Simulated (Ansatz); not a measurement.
**GeH2···HF: density, localisation and related maps**

Input file:

```
crystal:
  periodic: [false, false, false]
  atoms:
    - { symbol: Ge, position_ang: [0.0, 0.0, 0.0] }
    - { symbol: F, position_ang: [1.0779, 0.0, 1.5402] }
    - { symbol: H, position_ang: [1.6981, 0.0, 0.4233] }
    - { symbol: H, position_ang: [-0.73, 1.2648, -0.5162] }
    - { symbol: H, position_ang: [-0.73, -1.2648, -0.5162] }
basis:
  gaussian: { orbitals: def2-SVP }
hamiltonian:
  xc: pbe
relax:
  f_tol: 0.15
  max_steps: 25
  restrain:
    - { distance: [1, 2], at: 0.92, k: 30.0 }
    - { distance: [0, 1], at: 2.88, k: 30.0 }
    - { distance: [0, 2], at: 2.75, k: 30.0 }
output:
  orbitals: {}
```

Launched as:

```sh
ansatz run input.yaml --threads 1 --pin off --max-ram 2048MiB --backend cpu --events-out ev --progress --plain --runs-dir out
```

The fields are those of the run's last geometry, not of the input's.

Computed with RKS PBE/def2-SVP in Ansatz.

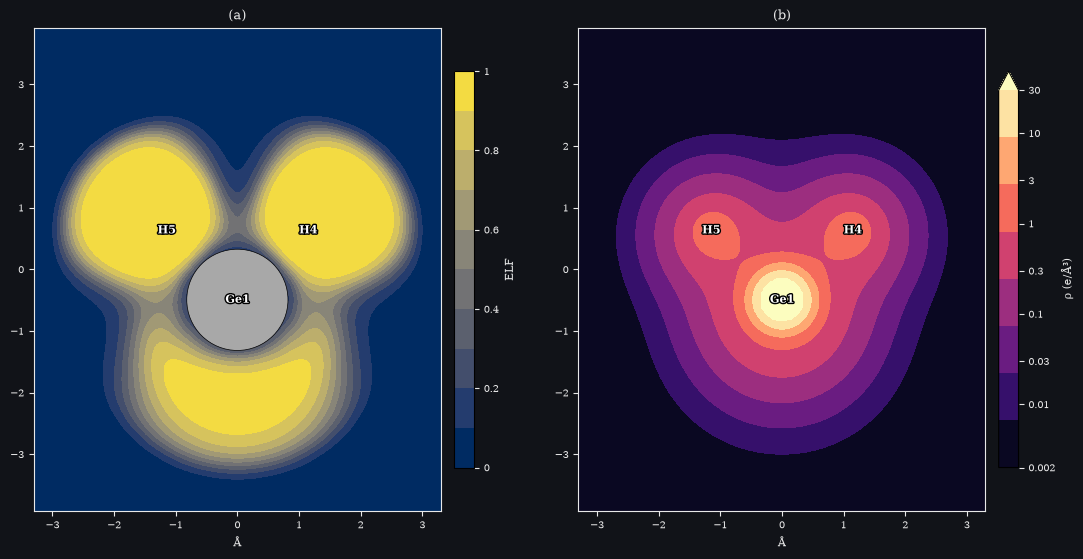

Figure 1. (a) ELF; (b) total electron density on the plane of atoms H4, Ge1 and H5. Grey discs cover the atomic cores in the ELF map.

### Describe what can be read from this map.

The plane passes through Ge and H nuclei. Ge–H (1.61 Å): the density is about 0.9 e/Å³ at the midpoint; the ELF climbs to about 1 towards the hydrogen.

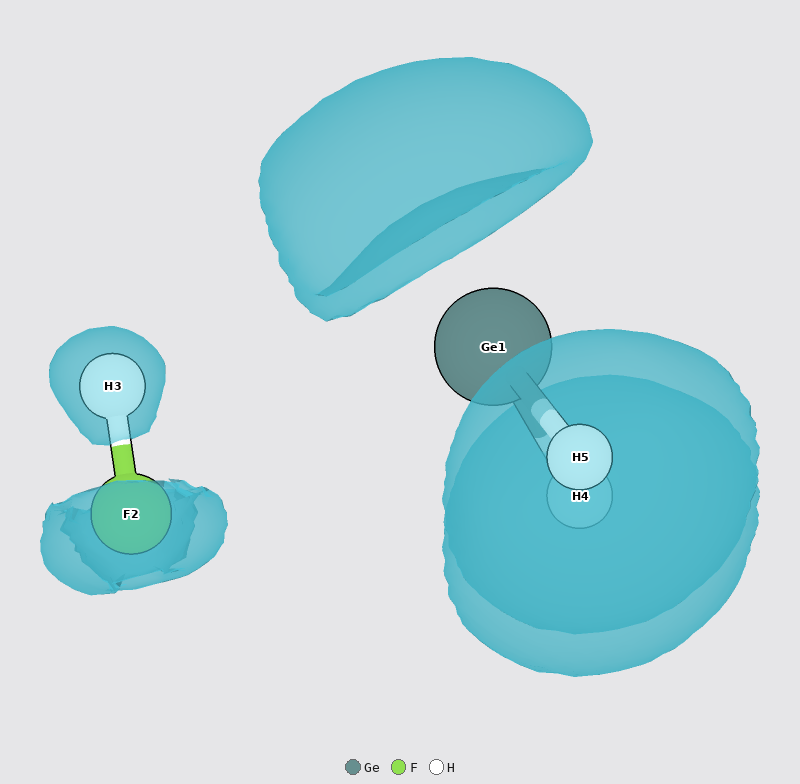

Figure 2. Isosurface of the ELF at 0.85 (cyan), seen from one side. Core shells and regions of very low density are left out.

### Describe the localisation domains.

At this value the surface marks out three regions around hydrogen nuclei, one lobe on Ge, pointing away from the bonds (lone pairs) and one region wrapped around F (its valence shell). Along the contacts the grid gives the following. Ge1···F2 (2.87 Å): the ELF dips to about 0.05 between them. F–H (0.93 Å): the ELF climbs to about 1 towards the hydrogen (an ordinary covalent bond to hydrogen).

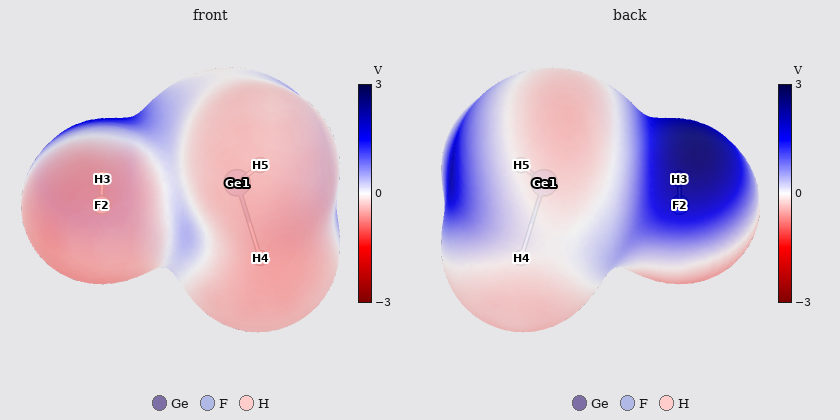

Figure 3. The molecular electrostatic potential painted on the density surface at 0.001 e/bohr³, seen from the front and from behind; the colour scale runs from red (negative) to blue (positive).

### Which sites attract a positive test charge, and which a negative one?

A positive charge is drawn to the negative regions and a negative charge to the positive ones. The most negative region (about −0.6 V) lies over Ge1 and F2, the most positive (about +2.6 V) over H3.

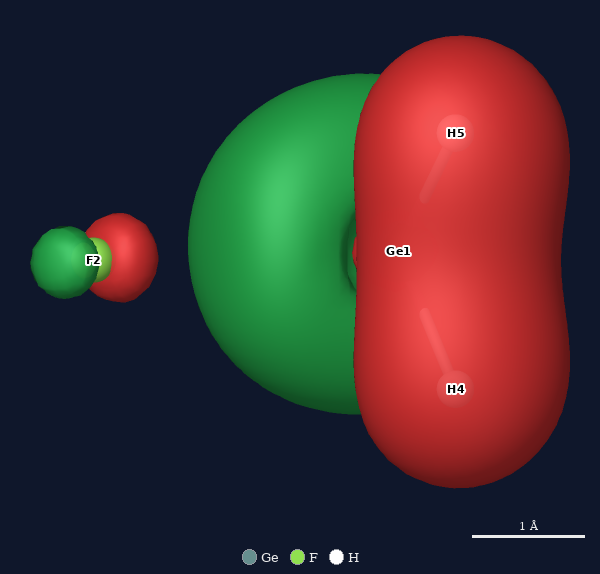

Figure 4. The HOMO at ±0.1 Å⁻³ᐟ² (green and red are the two phases), seen across its widest extent.

### Where does this orbital lie, and at what energy?

Its weight (Hirshfeld) is mainly on Ge1 (about 70 %), H4 (about 15 %) and H5 (about 15 %). Its energy is −5.78 eV.
